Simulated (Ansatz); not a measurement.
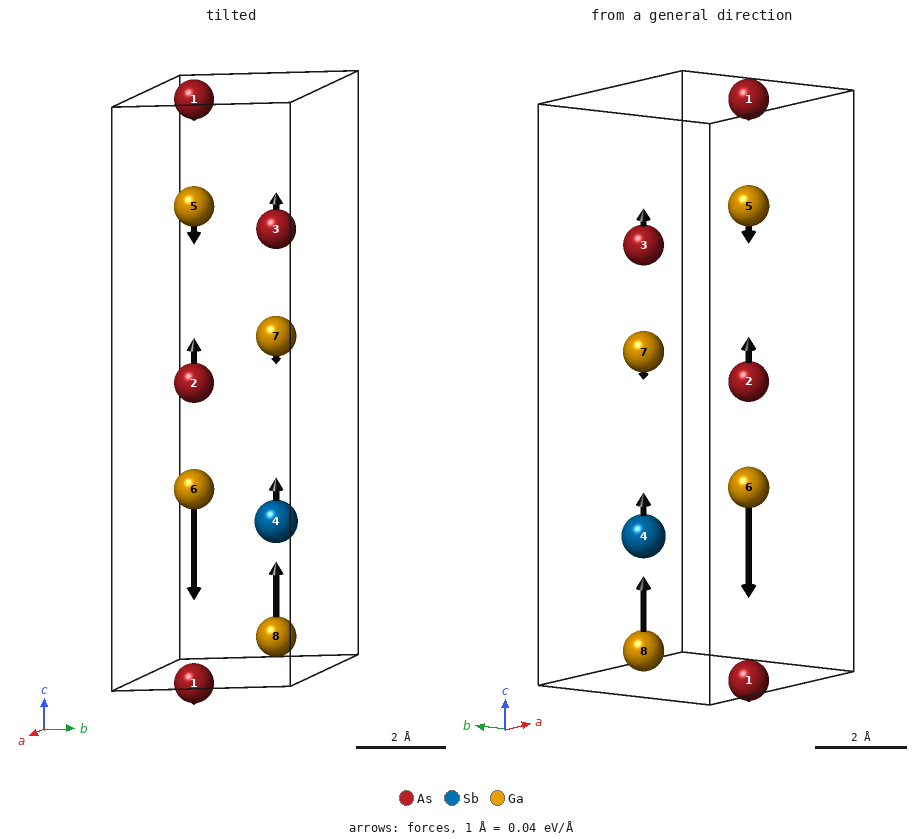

Spheres-only drawing of the structure, looking slightly off an axis and from a general direction. The parallelepiped is the simulation cell. The arrows are the computed forces on the atoms.

System: Ga4SbAs3. The calculation used DFT, HSE06, plane waves, PAW in Ansatz, with wavefunction cutoff 420 eV, a 6×6×2 sampling of the Brillouin zone, Fermi-Dirac smearing of 0.02 eV, no spin polarisation.

Could this be the end point of a relaxation?

Answer. No. The atoms still feel forces of up to about 0.085 eV/Å, above a usual threshold of 0.01 to 0.03 eV/Å.

Which atom has the biggest force on it?

Answer. Ga6, about 0.085 eV/Å.

The structure was taken from a structure type filled with these elements by a generator (whether the compound takes this form wasn't checked). Earlier steps of the study may have refined or changed the cell and positions. It was run through Ansatz as a DFT input.
